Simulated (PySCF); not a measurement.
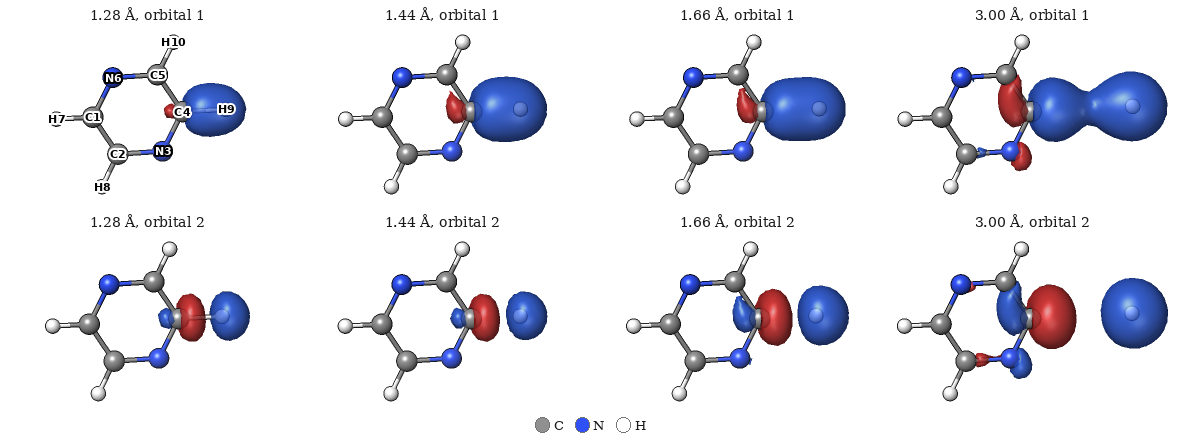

Figure 1: C$_{4}$H$_{4}$N$_{2}$, SMILES `c1cnccn1`. Rigid stretch of the C4–H9 bond. The two CASSCF(2,2) natural orbitals nearest half filling (orbital 1 the more occupied).

Level of theory: def2-SVP basis (PySCF), at a geometry from GFN2-xTB. No frequency check shows the geometry to be a minimum.

Question: How do the occupations change along the stretch?

Answer: 1.28 Å: 1.97 and 0.03; 1.44 Å: 1.95 and 0.05; 1.66 Å: 1.91 and 0.09; 3.00 Å: 1.28 and 0.72. At the longest distance computed (3.00 Å) they are 1.28 and 0.72, and the effective number of unpaired electrons is 1.7.

UHF's ⟨S²⟩ passes 1 along the scan (up to 1.64), so it also polarises electrons outside the stretched bond; its energy lowering isn't due to that bond alone.

UHF already breaks spin symmetry near equilibrium here (⟨S²⟩ = 0.49 at 1.07 Å), for reasons apart from this bond.

Question: How much energy does the stretch cost?

Answer: By CASSCF, 4.5 eV from the lowest point of the scan (1.07 Å) to 3.00 Å; RHF gives 7.8 eV from its own lowest point. The fragments aren't relaxed and dynamic correlation is missing, so this isn't a bond dissociation energy.

Run time: 12 min on 1 thread of Arm Neoverse N1 (shared host), peak memory 0.28 GiB.
